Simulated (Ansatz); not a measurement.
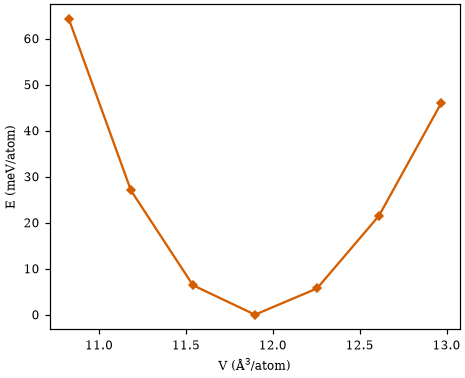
Fig. 1. SiNi in space group Pnma (No. 62; Ni on 4c, Si on 4c) under volume change, r²SCAN (plane waves, PAW; program Ansatz), shape and atoms relaxed at each volume.

### Question
What does a third-order Birch–Murnaghan fit give for V₀, B₀ and B′?

### Answer
V₀ = 11.90 Å³/atom, B₀ = 178 GPa, B′ = 4.5.

The r²SCAN relaxation kept the symmetry of its start. The workflow began spin-polarised and lost its moments.

Potentials: the later of the program's two PAW sets.
